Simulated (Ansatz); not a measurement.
## Electronic structure of H₃OSi (SMILES O[SiH2+]) (charge +1) in real space

```xyz
5

O     1.0485    0.3659   -0.4240
Si   -0.3447   -0.1453    0.1307
H     1.9302   -0.0383   -0.4031
H    -1.4537    0.7887   -0.1134
H    -0.4508   -1.4467    0.8188
```

Geometry: PBE0-D3(BJ)/def2-SVP.

All numbers below come from isolated molecule in a Gaussian basis; Kohn-Sham density functional theory, functional PBE0 in Ansatz.

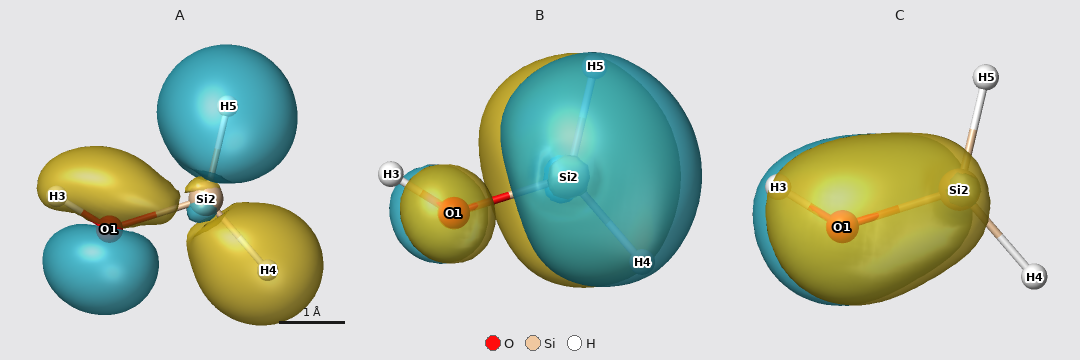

Figure 1. Three frontier orbitals at ±0.1 Å⁻³ᐟ² (yellow and cyan are the two phases), in no order.

Which picture is the HOMO−1, the HOMO and the LUMO?

C is the HOMO−1 (−17.48 eV). By Hirshfeld shares it lies mainly on O1 (about 75 %) and Si2 (about 20 %); it changes sign across the molecular plane (π type). A is the HOMO (−16.71 eV). By Hirshfeld shares it lies mainly on O1 (about 35 %), Si2 (about 25 %), H5 (about 20 %) and H4 (about 15 %); it is symmetric in the molecular plane (an in-plane orbital: σ, lone-pair or in-plane π type). B is the LUMO (−8.90 eV). By Hirshfeld shares it lies mainly on Si2 (about 80 %) and O1 (about 10 %); it changes sign across the molecular plane (π type).

What is the HOMO–LUMO gap?

7.81 eV between the orbital energies.

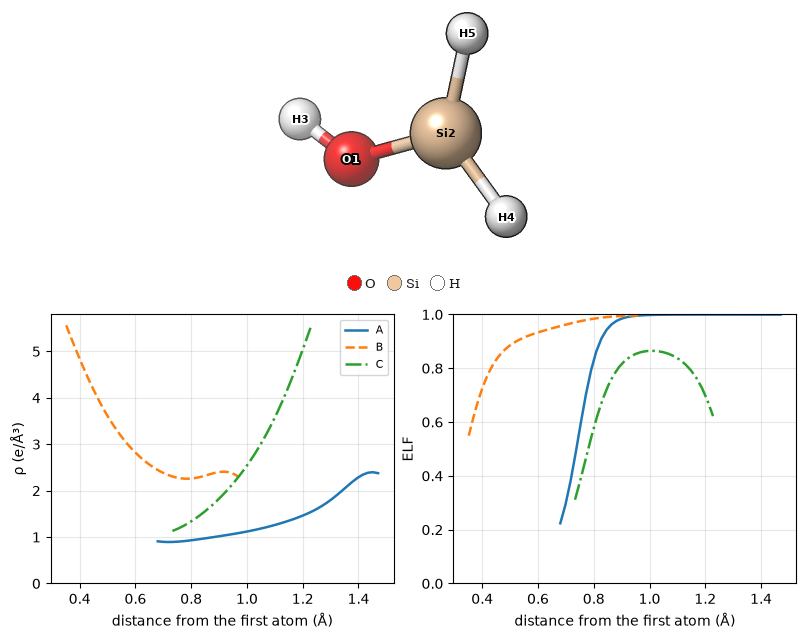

Figure 2. Electron density and electron localisation function along straight lines between neighbouring atoms. The curves leave out the atomic cores. The structure is drawn too.

Which curve belongs to which contact (O–H, Si–H and Si–O)? The first atom named is at distance zero.

Curve A: Si–H (1.47 Å): ρ is about 0.9 e/Å³ halfway; the ELF climbs to about 1 towards the hydrogen, as it does in any bond to H. Curve B: O–H (0.97 Å): ρ at the midpoint is about 3.8 e/Å³; the ELF climbs to about 1 towards the hydrogen: an ordinary covalent bond to hydrogen. Curve C: Si–O (1.58 Å): the density is about 1.3 e/Å³ at the midpoint; the ELF peaks at about 0.85 between the atoms: a short, strongly polar bond.

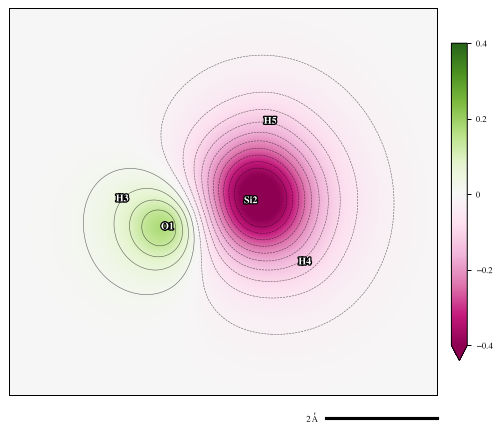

Figure 3. One frontier orbital on a plane 0.8 Å above the molecular plane (values in Å⁻³ᐟ²; the overall sign is arbitrary).

Which orbital is it: HOMO or LUMO?

The LUMO, at −8.90 eV. By Hirshfeld shares it lies mainly on Si2 (about 80 %) and O1 (about 10 %); it changes sign across the molecular plane (π type).
